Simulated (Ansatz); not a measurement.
# C2H5Br (SMILES CCBr): a chain of runs

We compute a series of 18 runs (HF/STO-3G, UHF/STO-3G, HF/3-21G, UHF/3-21G, HF/6-31G*, UHF/6-31G*, B3LYP/6-31G*, PBE/def2-SVP, and more) of C2H5Br. 

The calculation is run with Ansatz 0.2.0.

### Step 1. The system as given

C2H5Br: 8 atoms, total charge 0, spin state singlet. As SMILES, `CCBr`. The coordinates come from a PBE0-D4/def2-TZVP relaxation. The run starts from this shape.

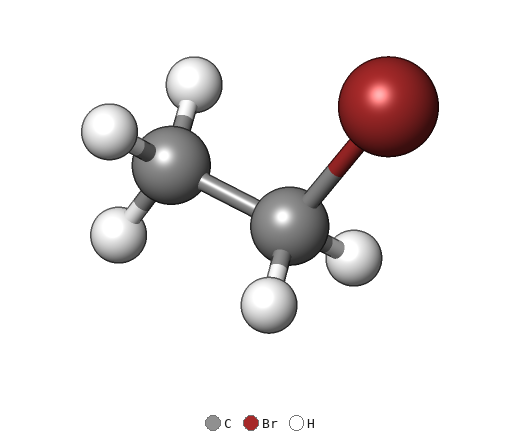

Viewed from a chosen angle; carbon grey, bromine red, hydrogen white.

### Step 2. A geometry optimisation at HF/STO-3G (run 1)

Contents of in.yaml:

```yaml
crystal:
  periodic: [false, false, false]
  atoms:
    - {symbol: C, position_ang: [-0.429100, 0.590100, -0.328800]}
    - {symbol: C, position_ang: [0.243000, -0.639200, 0.222500]}
    - {symbol: Br, position_ang: [1.994500, -0.223400, 0.972400]}
    - {symbol: H, position_ang: [-1.406200, 0.316400, -0.739300]}
    - {symbol: H, position_ang: [0.162900, 1.040400, -1.126700]}
    - {symbol: H, position_ang: [-0.582800, 1.339300, 0.449000]}
    - {symbol: H, position_ang: [0.428800, -1.390300, -0.542500]}
    - {symbol: H, position_ang: [-0.318900, -1.090600, 1.037600]}
basis:
  gaussian: {orbitals: STO-3G}
hamiltonian: {xc: hf}
relax: {f_tol: 0.002}
output: {orbitals: {seedname: orbitals}}
```

Started as:

```
$ ansatz run in.yaml --threads 1 --pin off --max-ram 3480MiB --events-out events.jsonl --progress --plain --runs-dir runs
```

The program printed:

```text
Warning: RAYON_NUM_THREADS=1 ignored (pool sized by the plan → 1); use --threads N
The last accepted step is kept in runs//last_step.txt (removed where the run ends without a failure and the disk answers)
[... 49 lines left out ...]
Total energy: -71358.99606711 eV, -2622.3947366016 hartree
[... 8 lines left out ...]
Dipole moment:    -0.331543    -0.055687    -0.146329 e Å
```

Run time: 3.9 s. Hardware: 1 thread of Arm Neoverse V1, shared host; peak memory 0.089 GiB.

Step by step:

| step | energy from the first frame kept (eV) | largest force (eV/Å) |
| --- | --- | --- |
| 1 | 0.0000 | 2.3217 |
| 2 | -0.0507 | 0.3737 |
| 3 | -0.0535 | 0.3322 |
| 4 | -0.0554 | 0.0231 |
| 5 | -0.0555 | 0.0074 |
| 6 | -0.0555 | 0.0011 |

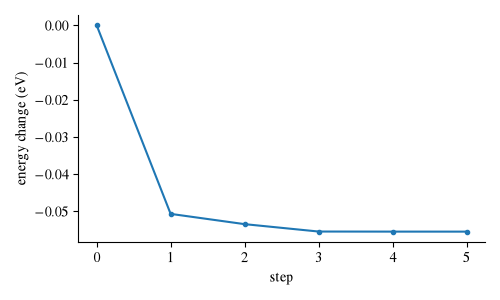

Energy along the run.

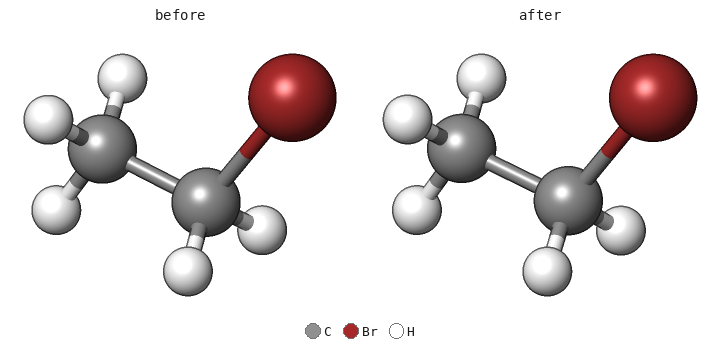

Before and after, at one scale.

After the run. Bond lengths: C1–C2 1.541 Å, C2–Br3 1.918 Å, C1–H4 1.087 Å, C1–H5 1.086 Å, C1–H6 1.086 Å, C2–H7 1.089 Å, C2–H8 1.089 Å. Some angles: C1–C2–Br3 112.6°, C1–C2–H7 110.0°, C1–C2–H8 110.0°, Br3–C2–H7 108.1°, Br3–C2–H8 108.1°, C2–C1–H4 109.5°, C2–C1–H5 110.8°, C2–C1–H6 110.8°, H7–C2–H8 107.8°, H4–C1–H5 108.5°.

### Step 3. Vibrational wavenumbers at HF/STO-3G (run 2)

Contents of in.yaml:

```yaml
crystal:
  periodic: [false, false, false]
  atoms:
    - {symbol: C, position_ang: [-0.433136, 0.598231, -0.332243]}
    - {symbol: C, position_ang: [0.278391, -0.642876, 0.239909]}
    - {symbol: Br, position_ang: [2.000495, -0.232382, 0.976972]}
    - {symbol: H, position_ang: [-1.400419, 0.309311, -0.735183]}
    - {symbol: H, position_ang: [0.152766, 1.045821, -1.129423]}
    - {symbol: H, position_ang: [-0.590574, 1.343797, 0.441357]}
    - {symbol: H, position_ang: [0.413357, -1.388334, -0.542622]}
    - {symbol: H, position_ang: [-0.328679, -1.090867, 1.025434]}
basis:
  gaussian:
    orbitals: STO-3G
magnetization:
  spin_polarized: false
  initial_magnetization: 0
phonons:
  temperatures:
    t_min: 298.15
    t_max: 298.15
    t_step: 1
hamiltonian:
  xc: hf
```

Started as:

```
$ ansatz run in.yaml --threads 1 --pin off --max-ram 3480MiB --events-out events.jsonl --progress --plain --runs-dir runs
```

The program printed:

```text
Warning: RAYON_NUM_THREADS=1 ignored (pool sized by the plan → 1); use --threads N
[... 263 lines left out ...]
Total energy: -71358.99607621 eV, -2622.3947369360 hartree
[... 8 lines left out ...]
Dipole moment:    -0.331541    -0.055687    -0.146328 e Å
Vibrations: 255.81 328.64 770.07 900.54 1175.72 1247.39 1268.70 1506.90 1576.89 1727.88 1802.96 1820.47 1828.39 3570.77 3604.87 3725.62 3749.88 3760.74 cm⁻¹, zero-point energy 2.146306 eV
```

It took 20 s on 1 thread of Arm Neoverse V1, shared host; peak memory 0.08 GiB.

Runs 3 to 15 aren't shown in full; the table further down has their settings and results.

### Step 4. The harmonic vibrations at PBE/def2-SVP (run 16)

Contents of job.yaml:

```yaml
crystal:
  periodic: [false, false, false]
  atoms:
    - {symbol: C, position_ang: [-0.432486, 0.595125, -0.331347]}
    - {symbol: C, position_ang: [0.248121, -0.640203, 0.225077]}
    - {symbol: Br, position_ang: [2.021142, -0.232463, 0.986761]}
    - {symbol: H, position_ang: [-1.424075, 0.315362, -0.747523]}
    - {symbol: H, position_ang: [0.163244, 1.055792, -1.143821]}
    - {symbol: H, position_ang: [-0.593211, 1.359028, 0.454682]}
    - {symbol: H, position_ang: [0.433622, -1.406858, -0.550472]}
    - {symbol: H, position_ang: [-0.324156, -1.103083, 1.050843]}
basis:
  gaussian: {orbitals: def2-SVP}
hamiltonian: {xc: {name: PBE}}
phonons: {temperatures: {t_min: 298.15, t_max: 298.15, t_step: 1}}
```

Started as:

```
$ ansatz run job.yaml --threads 1 --pin off --max-ram 3480MiB --events-out events.jsonl --progress --plain --runs-dir runs
```

The program printed:

```text
Warning: RAYON_NUM_THREADS=1 ignored (pool sized by the plan → 1); use --threads N
[... 21 lines left out ...]
951 factors; their error is unknown
[... 41 lines left out ...]
951 factors; their error is unknown
[... 40 lines left out ...]
951 factors; their error is unknown
[... 41 lines left out ...]
951 factors; their error is unknown
[... 40 lines left out ...]
951 factors; their error is unknown
[... 41 lines left out ...]
951 factors; their error is unknown
[... 4 lines left out ...]
951 factors; their error is unknown
[... 4 lines left out ...]
951 factors; their error is unknown
[... 4 lines left out ...]
951 factors; their error is unknown
[... 4 lines left out ...]
951 factors; their error is unknown
[... 5 lines left out ...]
951 factors; their error is unknown
[... 4 lines left out ...]
951 factors; their error is unknown
[... 12 lines left out ...]
Dipole moment:    -0.366688    -0.048524    -0.164320 e Å
Vibrations: 259.89 279.43 556.53 747.84 949.08 987.30 1056.03 1208.82 1217.29 1340.70 1403.48 1411.87 1423.18 2971.67 3025.00 3060.23 3075.94 3099.76 cm⁻¹, zero-point energy 1.740368 eV
```

Wall time 65 s (1 thread of Arm Neoverse V1, shared host); peak memory 0.11 GiB.

Run 17 isn't shown in full; the table further down has it.

### Step 5. The harmonic vibrations at MP2/6-31G(d) (Cartesian functions) (run 18)

Contents of molecule.yaml:

```yaml
crystal:
  periodic: [false, false, false]
  atoms:
    - symbol: C
      position_ang: [-0.431502, 0.593320, -0.330538]
    - symbol: C
      position_ang: [0.244555, -0.643932, 0.224097]
    - symbol: Br
      position_ang: [2.003202, -0.217401, 0.975420]
    - symbol: H
      position_ang: [-1.408702, 0.317123, -0.740575]
    - symbol: H
      position_ang: [0.164826, 1.041281, -1.127720]
    - symbol: H
      position_ang: [-0.582153, 1.340729, 0.450779]
    - symbol: H
      position_ang: [0.425509, -1.394343, -0.545054]
    - symbol: H
      position_ang: [-0.323534, -1.094077, 1.037791]
basis:
  gaussian:
    orbitals: "6-31G*"
correlation:
  method: mp2
phonons:
  temperatures: {t_min: 298.15, t_max: 298.15, t_step: 1}
total_charge: 0
```

Started as:

```
$ ansatz run molecule.yaml --threads 1 --pin off --max-ram 3480MiB --events-out events.jsonl --progress --plain --runs-dir runs
```

The program printed:

```text
Warning: RAYON_NUM_THREADS=1 ignored (pool sized by the plan → 1); use --threads N
[... 41 lines left out ...]
11 core orbitals not correlated: weight in the atoms' cores, before any rotation towards them, 1.000 or more for the frozen orbitals, at most 0.000 for the correlated occupied ones
[... 166 lines left out ...]
11 core orbitals not correlated: weight in the atoms' cores, before any rotation towards them, 1.000 or more for the frozen orbitals, at most 0.000 for the correlated occupied ones
[... 164 lines left out ...]
Dipole moment:    -0.432249    -0.063700    -0.192468 e Å
[... 1 line left out ...]
Checks for a lower state left out: cluster_reference
```

Run time: 2.2 min. Hardware: 1 thread of Arm Neoverse V1, shared host; peak memory 0.2 GiB.

### Step 6. All runs side by side

| run | level | task | walk f tol | partner | energy (Eh) | dipole moment (D) | wall time |
| --- | --- | --- | --- | --- | --- | --- | --- |
| 1 | HF/STO-3G | optimise | 0.002 | base | -2622.394737 | 1.76 | 3.9 s |
| 2 | HF/STO-3G | frequencies | – | base | -2622.394737 | 1.76 | 20 s |
| 3 | UHF/STO-3G | energy | – | cation | -2622.115955 | – | 0.7 s |
| 4 | UHF/STO-3G | optimise | – | cation | -2622.121915 | – | 6.6 s |
| 5 | HF/3-21G | optimise | 0.002 | base | -2638.271812 | 2.40 | 4.5 s |
| 6 | HF/3-21G | frequencies | – | base | -2638.271812 | 2.40 | 22 s |
| 7 | UHF/3-21G | energy | – | cation | -2637.929967 | – | 1.9 s |
| 8 | UHF/3-21G | optimise | – | cation | -2637.936470 | – | 13 s |
| 9 | HF/6-31G* (Cartesian functions) | optimise | 0.002 | base | -2650.755461 | 2.51 | 11 s |
| 10 | HF/6-31G* (Cartesian functions) | frequencies | – | base | -2650.755461 | 2.51 | 67 s |
| 11 | UHF/6-31G* (Cartesian functions) | energy | – | cation | -2650.408432 | – | 6.6 s |
| 12 | UHF/6-31G* (Cartesian functions) | optimise | – | cation | -2650.413374 | – | 36 s |
| 13 | B3LYP/6-31G* (Cartesian functions) | optimise | 0.002 | base | -2653.112742 | 2.34 | 20 s |
| 14 | B3LYP/6-31G* (Cartesian functions) | frequencies | – | base | -2653.112742 | 2.34 | 65 s |
| 15 | PBE/def2-SVP | optimise | 0.002 | base | -2652.506256 | 1.94 | 13 s |
| 16 | PBE/def2-SVP | frequencies | – | base | -2652.506256 | 1.94 | 65 s |
| 17 | MP2/6-31G* (Cartesian functions) | optimise | 0.002 | base | -2651.281237 | 2.29 | 17 s |
| 18 | MP2/6-31G* (Cartesian functions) | frequencies | – | base | -2651.281237 | 2.29 | 2.2 min |

### Step 7. Results

| quantity | value |
| --- | --- |
| run 18, MP2/6-31G*: total energy | -2651.28124 Eh |
| run 18, MP2/6-31G*: dipole moment (correlated density) | 2.29 D |
| run 18, MP2/6-31G*: correlation energy (11 core orbitals frozen) | -526.1 mEh |
| run 18, MP2/6-31G*: largest force on an atom | 0.000 eV/Å |
| run 18, MP2/6-31G*: lowest harmonic wavenumber | 278 cm⁻¹ |
| run 18, MP2/6-31G*: highest harmonic wavenumber | 3243 cm⁻¹ |
| run 18, MP2/6-31G*: zero-point energy | 179.0 kJ/mol |
| vertical ionisation energy (to the doublet cation), HF/STO-3G | 7.586 eV |
| vertical ionisation energy (to the doublet cation), HF/3-21G | 9.302 eV |
| vertical ionisation energy (to the doublet cation), HF/6-31G* | 9.443 eV |
| adiabatic ionisation energy (to the doublet cation, no zero-point term), HF/STO-3G | 7.424 eV |
| adiabatic ionisation energy (to the doublet cation, no zero-point term), HF/3-21G | 9.125 eV |
| adiabatic ionisation energy (to the doublet cation, no zero-point term), HF/6-31G* | 9.309 eV |

**Reading.** At HF/STO-3G: removing an electron at fixed nuclei costs 7.59 eV (732 kJ/mol). In a minimal basis such a difference can be off by several eV, whatever the method. At HF/3-21G: removing an electron at fixed nuclei costs 9.30 eV (898 kJ/mol). At HF/6-31G*: the vertical ionisation energy comes to 9.44 eV (911 kJ/mol). At HF/STO-3G: the adiabatic ionisation energy (to the doublet cation, no zero-point term) is 7.42 eV (716 kJ/mol). At HF/3-21G: the adiabatic ionisation energy (to the doublet cation, no zero-point term) is 9.13 eV (880 kJ/mol). Totals of different functionals can't be ranked against each other. In runs 1, 2, 3, 4 the basis is minimal, so the values are rough. All runs together took 8.4 min, the longest 2.2 min.
